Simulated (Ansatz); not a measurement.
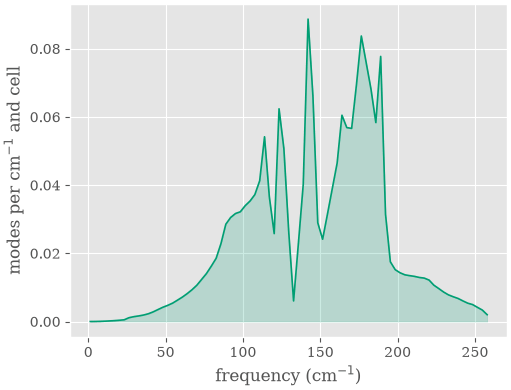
Figure: Phonon density of states of rock salt NaCl; finite displacements on a 6×6×6 mesh, DFT at the r2SCAN level (Ansatz, a first-principles code), k mesh 6×6×6

Q: Where is the tallest peak, and is there a gap in the spectrum?

A: The tallest peak lies near 140 cm⁻¹. No clear gap shows at this resolution.
